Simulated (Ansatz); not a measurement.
**BaHfO3 (cubic perovskite), frozen-phonon scan**

BaHfO$_{3}$ (cubic perovskite)

```
BaHfO3
1.0
    8.24244     0.00000     0.00000
    4.12122     4.12122     0.00000
    0.00000     0.00000     4.12122
Ba Hf O
2 2 6
Direct
  0.00000   0.00000   0.00000
  0.50000   0.00000   0.00000
  0.00000   0.50000   0.50000
  0.50000   0.50000   0.50000
  0.75000   0.50000   0.50000
  0.25000   0.50000   0.50000
  0.00000   0.50000   0.00000
  0.50000   0.50000   0.00000
  0.25000   0.00000   0.50000
  0.75000   0.00000   0.50000
```

A phonon eigenvector at M = (0.5, 0.5, 0.0) is frozen into this cell: atom i moves by Q times the vector below, so Q is the largest atomic displacement, in Å. The cell is held. (q is in reciprocal vectors of the primitive cell; the cell shown is doubled to hold the pattern.)

```csv
atom,x,y,z
O5,0.000,-1.000,0.000
O6,0.000,1.000,0.000
O9,1.000,0.000,0.000
O10,-1.000,0.000,0.000
```

Atoms not listed stay in place.

Method: LDA (plane waves to 420 eV, PAW, scalar-relativistic; Ansatz, an electronic-structure program). k mesh 8×8×8 (Γ-centred), Fermi-Dirac smearing 0.05 eV. The energy includes the smearing's −TS. BaHfO3 is run without spin polarisation. BaHfO3 was relaxed with its symmetry unable to fall. Spin-orbit coupling is left out, though Hf is heavy. The zero of ΔE is the undisplaced structure.

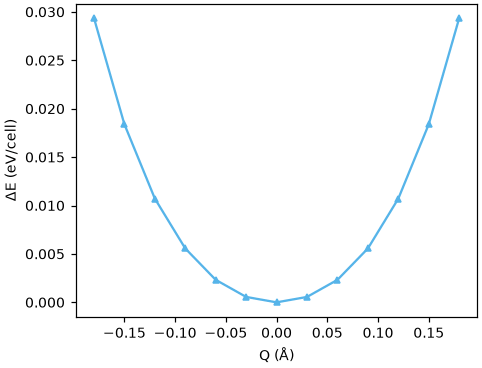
Fig. 1. ΔE (eV/cell) against Q (Å); one marker a computed point.

The energy at Q = 0.180 Å is 29.4 meV/cell. Symmetry of the curve: even: the same for both signs. Shape of the curve: a single well with its minimum at or next to zero displacement. Harmonic wavenumber from the curvature (finite differences): 72 cm⁻¹. Space group of the distorted cell: P4/mbm (No. 127), lowered from Pm-3m.

E″ = 1.23 eV/Å², M = Σ mᵢ|uᵢ|² = 64.0 u, ν̃ = 521.5·√(|E″|/M).

(A displaced cell: forces are minus the slopes of the energy, force constants its curvatures, and phonons follow from these.)
